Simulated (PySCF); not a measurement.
# C$_{9}$H$_{12}$N$_{2}$Si (SMILES C#Cc1ccnc([Si](C)(C)C)n1): what the fields show

```xyz
24

C     4.4562    0.0108    1.6822
C     3.5172   -0.2369    0.9767
C     2.4214   -0.5421    0.1271
C     2.5926   -1.3785   -0.9805
C     1.4579   -1.6145   -1.7377
N     0.2840   -1.0820   -1.4427
C     0.2145   -0.2916   -0.3739
Si   -1.4812    0.4626    0.0677
C    -2.3871   -0.7885    1.1888
C    -1.1788    2.0971    0.9970
C    -2.4505    0.7256   -1.5508
N     1.2377   -0.0082    0.4190
H     5.2739    0.2308    2.3023
H     3.5520   -1.8080   -1.2213
H     1.4852   -2.2520   -2.6143
H    -2.5284   -1.7384    0.6819
H    -1.8260   -0.9793    2.0987
H    -3.3664   -0.4180    1.4759
H    -2.1036    2.5014    1.3971
H    -0.4925    1.9478    1.8245
H    -0.7444    2.8498    0.3457
H    -1.9925    1.4923   -2.1685
H    -2.4788   -0.1894   -2.1338
H    -3.4742    1.0291   -1.3538
```

Geometry: GFN2-xTB.

Level of theory: PBE0/6-31G*, SCF density, gas phase, non-relativistic in PySCF.

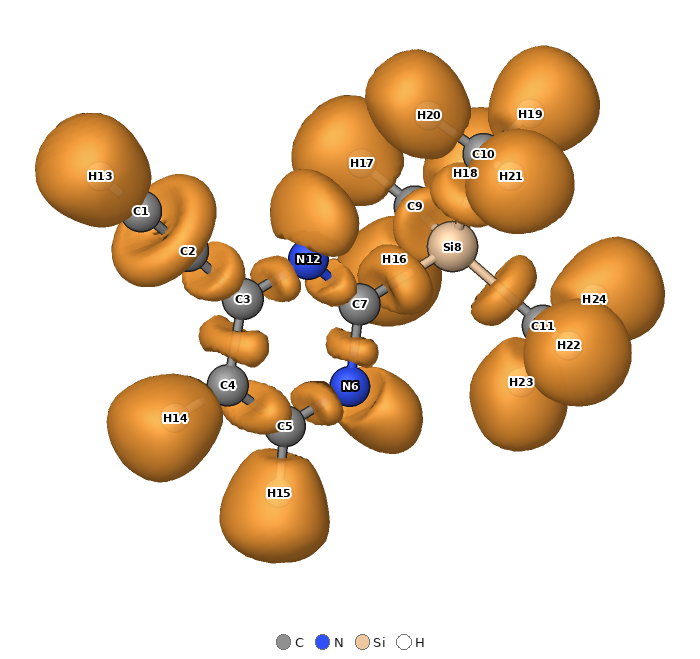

Figure 1. Isosurface of the ELF at 0.8 (orange), seen at a tilt. Only the valence region is drawn (cores and ρ < 0.01 e/Å³ removed).

Question: Describe the localisation domains.

Answer: The ELF exceeds this value in four regions between bonded C–C atoms (shared pairs), four regions between bonded C–N atoms (shared pairs), four regions between bonded C–Si atoms (shared pairs), twelve regions around hydrogen nuclei and two lobes on N, pointing away from the bonds (lone pairs).


C–C (1.20 Å): the ELF peaks at about 0.85 between the atoms: a multiple bond. C–N (1.32 Å): the ELF peaks at about 0.90 between the atoms, as expected for localised, covalent bonding.

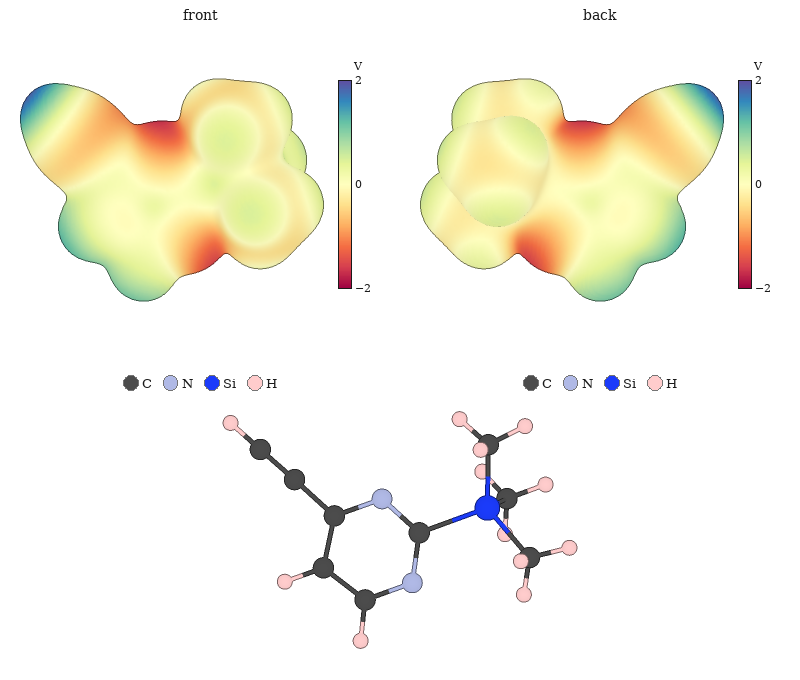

Figure 2. The electrostatic potential painted on the density surface at 0.002 e/bohr³, seen from the front and from behind; the colour scale runs from red (negative) to blue (positive). The bare structure is drawn below in the same view.

Question: Which sites attract a positive test charge, and which a negative one?

Answer: A positive charge is drawn to the negative regions and a negative charge to the positive ones. The most negative region (about −1.6 V, or −37 kcal/mol for a unit charge) lies over N12, the most positive (about +1.8 V, or +42 kcal/mol for a unit charge) over H13. N12 is the likeliest acceptor of a hydrogen bond.

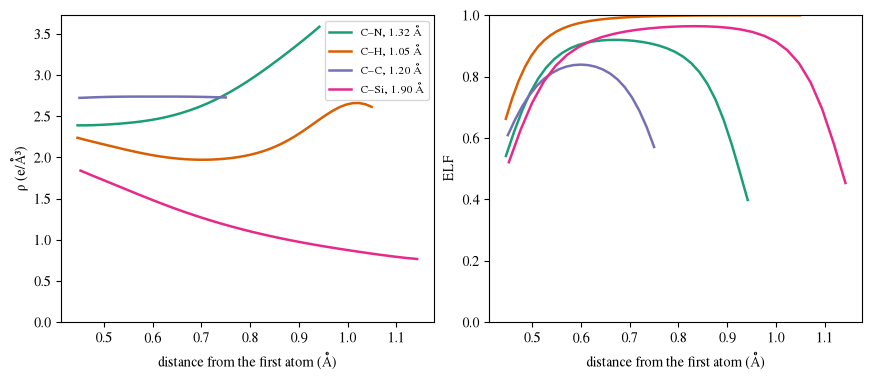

Figure 3. Total electron density and ELF along straight lines between neighbouring atoms. The curves leave out the atomic cores.

Question: What kind of bonding do the profiles show?

Answer: C–N (1.32 Å): the density is about 2.5 e/Å³ at the midpoint; the ELF peaks at about 0.90 between the atoms; a covalent bond.
C–H (1.05 Å): the density is about 2.1 e/Å³ at the midpoint; the ELF climbs to about 1 towards the hydrogen, as it does in any bond to H; a covalent bond by its length.
C–C (1.20 Å): the density is about 2.7 e/Å³ at the midpoint; the ELF peaks at about 0.85 between the atoms: a short, multiple covalent bond.
C–Si (1.90 Å): the density is about 0.92 e/Å³ at the midpoint; the ELF peaks at about 0.95 between the atoms; localised, covalent bonding.
